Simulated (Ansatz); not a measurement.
System: PtSe, space group F-43m, 2 atoms in the cell, zincblende type.

Space group F-43m (No. 216). a = 6.075 Å, b = 6.075 Å, c = 6.075 Å, α = 90.00°, β = 90.00°, γ = 90.00°
```tsv
atom	site	symmetry	x	y	z
Pt	4a	-43m	0.0000	0.0000	0.0000
Se	4d	-43m	0.2500	0.2500	0.7500
```

Computed with Ansatz: DFT PBE+U+J, scalar-relativistic, plane waves, PAW, U = 7 eV, J = 0.9 eV on Pt d, spin-polarised, 5×5×5 k mesh, 420 eV cutoff, Gaussian smearing of 0.05 eV.

How will the Pt d shell be filled?

Counting eigenvalues over 0.6 as filled, Pt has 9 filled d states (d⁹), 5 up and 4 down; the eigenvalues sum to 8.9. The small eigenvalues come from mixing with neighbours' orbitals.

Start of the run: random orbitals: random, fewer filling. Such runs often end in metastable states, so this need not be the lowest one. The shell occupations typed at the start changed during the run. The occupations of the open shells lower the symmetry of the state. Spin-orbit coupling is left out, which matters for Pt.

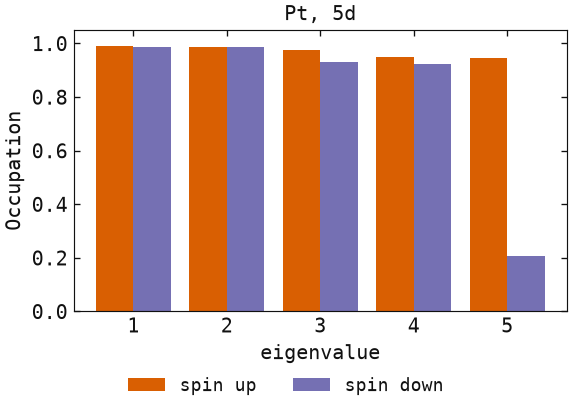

Eigenvalues of the local occupation matrix of the d shell (Löwdin-orthogonalised atomic projectors).
